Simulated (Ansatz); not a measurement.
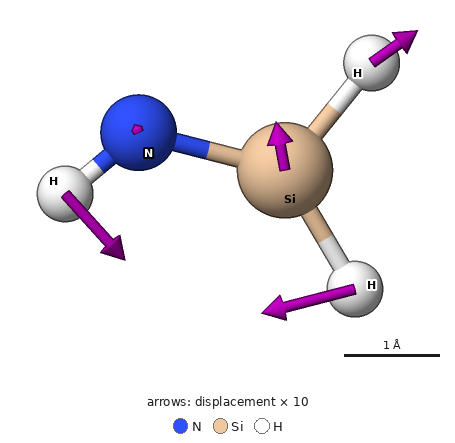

A relaxation of SiNH$_{3}$. The starting structure is drawn; purple arrows show the displacements, magnified 10 times. The two geometries are superimposed by the best rigid fit.

The picture is a ball-and-stick view, seen face on.

Theory: Ansatz 0.2.0, RKS PBE0-D4/def2-TZVP.

Input
```yaml
crystal:
  periodic: [false, false, false]
  atoms:
    - {symbol: N, position_ang: [0.581150, -0.749300, 0.702640]}
    - {symbol: Si, position_ang: [-0.101880, 0.363160, -0.236410]}
    - {symbol: H, position_ang: [0.197180, -1.656730, 0.917290]}
    - {symbol: H, position_ang: [-1.343420, 0.455880, -1.008740]}
    - {symbol: H, position_ang: [0.666960, 1.586990, -0.374780]}
basis:
  gaussian: {orbitals: def2-TZVP}
hamiltonian: {xc: pbe0, dispersion: d4}
relax: {f_tol: 0.005, max_steps: 200}
```

Launched with:
```bash
ansatz run in.yaml --threads 2 --pin off --events-out ev --progress --plain --max-ram 4352MiB
```

Atoms of which element are displaced furthest, and by how much?

Answer. Hydrogen: up to 0.10 Å, against 0.05 Å for silicon.

What happened in the run?

Answer. Over 6 geometry steps the energy falls by 4.49 kJ/mol. The largest force component goes from 0.79 to 0.00037 eV/Å. The atom that moves furthest after the best rigid fit is H4 (0.10 Å). By element the largest moves are H 0.10 Å, Si 0.05 Å, N 0.01 Å. Near-neighbour distances that change, for instance: Si2–H4 1.465 → 1.490 Å, Si2–H5 1.452 → 1.477 Å, N1–Si2 1.608 → 1.593 Å. Among the angles between lasting bonds that change: N1–Si2–H4 135.4° → 129.4°, Si2–N1–H3 125.8° → 121.2°, N1–Si2–H5 114.4° → 118.1°.
